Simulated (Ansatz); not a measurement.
**Profile along the La–Tl line in LaTl3 (Cu3Au type)**

LaTl3 (Cu3Au type)

```cif
data_LaTl3
_chemical_formula_sum 'La1 Tl3'
_space_group_name_H-M_alt 'P 1'
_space_group_IT_number 1
_cell_length_a 4.73794
_cell_length_b 4.73794
_cell_length_c 4.73794
_cell_angle_alpha 90.000
_cell_angle_beta 90.000
_cell_angle_gamma 90.000
loop_
_space_group_symop_operation_xyz
  'x, y, z'
loop_
_atom_site_label
_atom_site_type_symbol
_atom_site_fract_x
_atom_site_fract_y
_atom_site_fract_z
_atom_site_occupancy
La1 La 0.00000 0.00000 0.00000 1
Tl1 Tl 0.00000 0.50000 0.50000 1
Tl2 Tl 0.50000 0.00000 0.50000 1
Tl3 Tl 0.50000 0.50000 0.00000 1
```

Fields along a shortest La–Tl line of a {100} plane (3.35 Å), from La to Tl, interpolated on the slice's grid (step about 0.2 Å). The numbers are results of LDA (plane waves to 420 eV, PAW, scalar-relativistic; Ansatz, a program for electronic structure), not measurements. k mesh 10×10×10. Near the nuclei the fields are pseudised (PAW); where an atom keeps semicore shells as valence, they peak there. LaTl3 is run without spin polarisation. LaTl3 was relaxed with its symmetry unable to fall. Spin-orbit coupling is left out, though Tl is heavy.

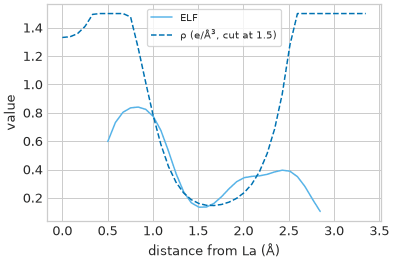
Fig. 1. ELF (away from the nuclei) and valence density from La to Tl.

Density on the La–Tl line (3.35 Å) at its midpoint: 0.15 e/Å³. ELF at that point: 0.16.
